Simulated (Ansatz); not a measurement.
System: H₂Si, singlet: map of symmetric stretch and bend. Scanned: Si-H bond length and H-Si-H angle.

Cartesian coordinates as functions of the variables (Å; names that start with a are angles):
```
Si  0  0  0
H  r*sin(a/2)  0  r*cos(a/2)
H  -r*sin(a/2)  0  r*cos(a/2)
```

Level of theory: CCSDT on RHF/cc-pVDZ, frozen core run with Ansatz (a first-principles code).

Energy in kcal/mol above the lowest grid point; x is the Si-H bond length (Å), y the H-Si-H angle (°).

```
y \ x   1.29  1.38  1.46  1.54  1.59  1.68  1.74  1.83  1.89  1.97   2.05
------  ----  ----  ----  ----  ----  ----  ----  ----  ----  ----  -----
180        —     —     —     —     —     —     —     —     —     —  124.2
169.87     —     —     —     —     —  73.1  76.4  80.2  82.5  85.9      —
161.98     —     —  57.4  57.1  58.6  62.8  66.0  70.9  74.3  79.0   83.8
152.14  70.0  53.0  46.4  45.0  46.0  49.8  53.2  59.2  63.5  69.5   75.6
138.48  55.7  37.6  30.2  28.4  29.2  33.4  37.4  44.7  49.9  57.3   64.7
131.34  48.6  30.2  22.6  20.7  21.7  26.1  30.4  38.2  43.8  51.7   59.8
119.03  38.3  19.6  11.8  10.0  11.0  15.8  20.5  29.0  35.3  44.0   52.8
108.06  32.2  13.1   5.2   3.4   4.5   9.5  14.5  23.4  30.0  39.1   48.4
101.42  30.1  10.9   2.9   1.0   2.0   7.1  12.1  21.2  27.9  37.2   46.7
87.73   30.6  10.7   2.2   0.0   0.9   5.9  10.8  19.9  26.6  36.1   45.7
78.95   34.3  13.9   5.1   2.5   3.2   7.8  12.6  21.5  28.1  37.3   46.8
70      41.2  20.1  10.7   7.6   8.0  12.1  16.6  25.0  31.3  40.3   49.5
```

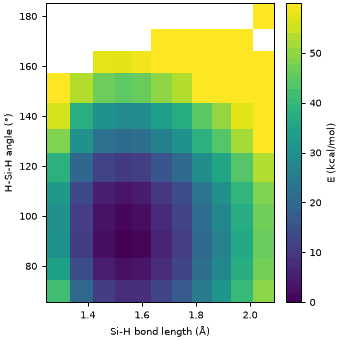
Fig. 1. Energy surface, cut off at 60 kcal/mol.

Points that lie below all their neighbours on the grid (none is named beside a point without a result): x = 1.54, y = 87.73 (0.0 kcal/mol).

Dashes: no converged value, or the column stops at the first point that the program doubted or that broke a chosen test of continuity, which isn't proof of a fault.
